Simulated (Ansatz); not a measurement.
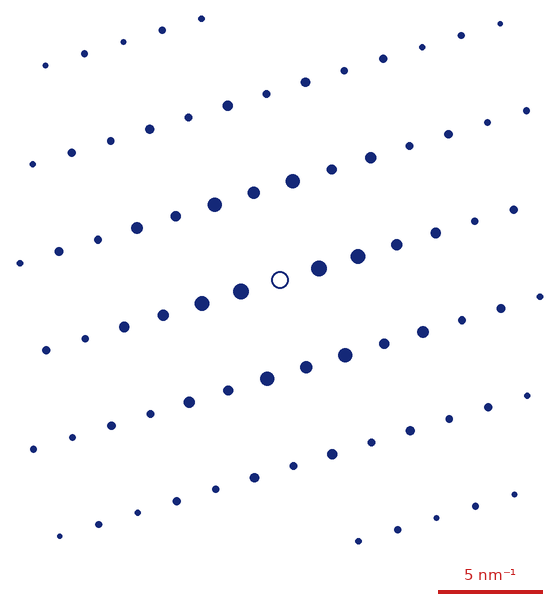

Computed electron diffraction pattern, 200 kV, single scattering only, B = 0.5 Å².

Question: What net do the spots form, and what spacings does it show?

Answer: The spots form a rectangular net whose two shortest vectors correspond to d = 5.10 Å and 2.28 Å, 90.0° apart.

Question: What is the point symmetry of the pattern, intensities included?

Answer: 2mm. A zero-layer kinematic pattern is always centrosymmetric (Friedel's law).

Question: What was simulated?

Answer: This cannot be fixed from one zone alone; the pattern is [210] of CsH4F, space group P-43m (No. 215), a = 5.10 Å. The net vectors are 0 0 1 and 1 -2 0. Structure: the geometry relaxed with Ansatz, DFT, PAW plane waves, r2scan; the starting structure was generated, so it need not be a known form of this composition.
